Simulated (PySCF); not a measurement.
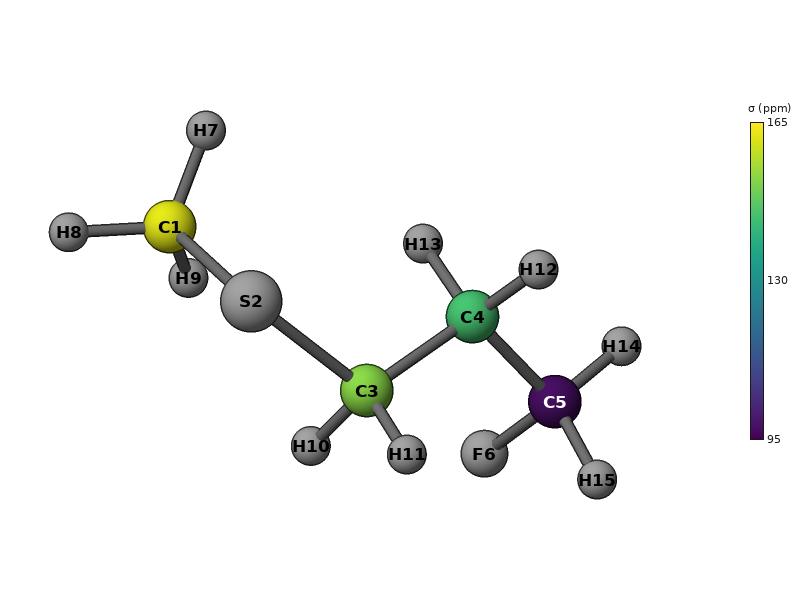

Atoms are coloured by their isotropic NMR shieldings (C only, the others grey). Geometry: a frame of a GFN2-xTB molecular-dynamics simulation, not a minimum. Level of theory: GIAO PBE0/pcSseg-1 NMR shielding, non-relativistic, gas phase (PySCF 2.14.0).

List the isotropic NMR shieldings of the C atoms.

```
atom  σ (ppm)
  C1    161.7
  C3    152.6
  C4    144.3
  C5     97.9
```
